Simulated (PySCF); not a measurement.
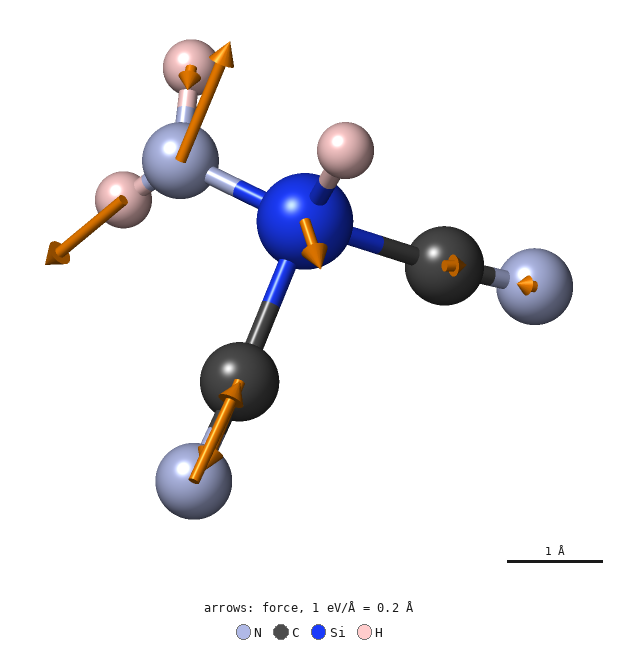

Starting geometry of C2H3N3Si with the computed forces as orange arrows. The picture is a ball-and-stick view, seen at a tilt.

The start comes from GFN2-xTB. Its atoms were then displaced at random by about 0.03 Å.

Computed with PBE0-D3(BJ)/def2-SVP geometry optimisation, gas phase (PySCF 2.14.0, density-fitted response routines). 

### What follows when this structure is relaxed?

It isn't relaxed: the largest force vector, on an N atom, is 6.98 eV/Å. The final displacements have little in common with the starting forces (cosine between the two patterns 0.24). Over 12 geometry steps the energy falls by 0.754 eV. An H atom moves most after the best rigid fit: 0.29 Å. Largest moves by element: H 0.29 Å, N 0.12 Å, Si 0.09 Å, C 0.09 Å. Among the contacts that change: H–N 0.914 → 1.014 Å, N–Si 1.632 → 1.700 Å, C–N 1.218 → 1.159 Å, C–Si 1.903 → 1.854 Å. Bond angles that change, for instance: C–Si–N 100.8° → 108.8°, H–N–H 105.8° → 112.2°, Si–N–H 128.4° → 122.1°. Cost: 43 s on 1 thread of Arm Neoverse V1, on a shared host.
